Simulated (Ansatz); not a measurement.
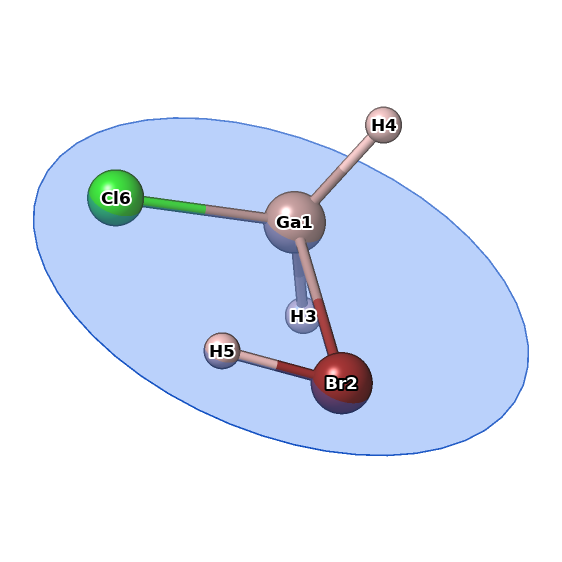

A disc through the centre of mass is drawn in. Distant atoms are faded towards the background colour. The computed structure is the end point of a PBE0-D4/def2-TZVP optimisation.

Q: Is the plane of the disc a mirror plane of the structure?

A: Yes. The reflection leaves Ga1, Br2, H5, Cl6 in place and moves H3 ↔ H4. The point group is Cs.
